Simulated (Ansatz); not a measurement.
Cell of tetragonal WSi2 (1 1 0) on zinc-blende BN (1 1 1) (film strained to the substrate, started from cuts of the bulks and a machine-learned relaxation; slabs B21N21 and Si8W4, which can lie off the formulas), relaxed at this level with a, b, gamma of the cell held:

```
W4B21N21Si8
1.0
    4.43940     0.00002     0.04021
   -2.21968     3.84471    -0.02586
   -1.24495     0.81531    23.91050
B N Si W
21 21 8 4
Direct
  0.02891   0.70056   0.08926
  0.69796   0.03970   0.08889
  0.36792   0.36978   0.08890
  0.04311   0.01939   0.17656
  0.70964   0.35217   0.17681
  0.37678   0.68577   0.17656
  0.05465   0.33475   0.26411
  0.72124   0.66815   0.26409
  0.38773   0.00124   0.26411
  0.06583   0.65030   0.35157
  0.73255   0.98360   0.35156
  0.39927   0.31701   0.35156
  0.07871   0.96739   0.43903
  0.74384   0.29764   0.43904
  0.40897   0.63252   0.43904
  0.08811   0.28069   0.52817
  0.75511   0.61566   0.52359
  0.42163   0.94714   0.52817
  0.99256   0.60731   0.61052
  0.77568   0.82440   0.61050
  0.52891   0.36063   0.61049
  0.02586   0.71878   0.02565
  0.69297   0.05462   0.02402
  0.36105   0.38640   0.02409
  0.03448   0.03287   0.11104
  0.70092   0.36516   0.11152
  0.36846   0.69895   0.11103
  0.04614   0.34806   0.19867
  0.71278   0.68142   0.19865
  0.37919   0.01447   0.19865
  0.05726   0.66356   0.28613
  0.72405   0.99682   0.28612
  0.39087   0.33036   0.28611
  0.06951   0.97995   0.37358
  0.73537   0.31176   0.37359
  0.40133   0.64581   0.37358
  0.07996   0.29462   0.46164
  0.74673   0.62848   0.45986
  0.41344   0.96111   0.46164
  0.08845   0.61077   0.54883
  0.75861   0.94063   0.54881
  0.42841   0.28070   0.54839
  0.80499   0.26058   0.67705
  0.45097   0.61467   0.67701
  0.31724   0.76033   0.77748
  0.98443   0.09314   0.77754
  0.82531   0.23572   0.87242
  0.49107   0.56993   0.87244
  0.35283   0.72800   0.98674
  0.02236   0.05882   0.98675
  0.16054   0.96726   0.68575
  0.65235   0.42723   0.78066
  0.16084   0.90210   0.88340
  0.69858   0.41269   0.96248
```

Computed with PBE (plane waves to 420 eV, PAW; Ansatz, an electronic-structure program). No spin–orbit coupling; the runs are not spin-polarised. Its k-point mesh 7×7×1, Fermi–Dirac width 0.05 eV.

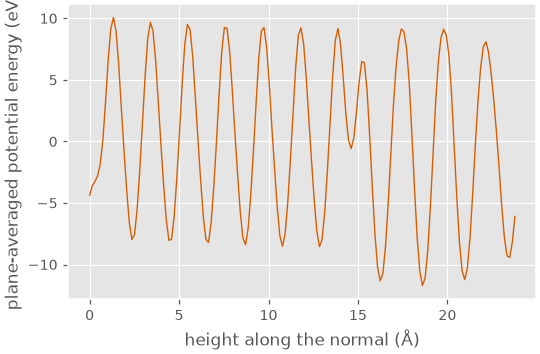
Smooth (PAW) electrostatic potential energy of an electron, averaged over planes, about its mean

The curve spans 21.8 eV over the stretch drawn.
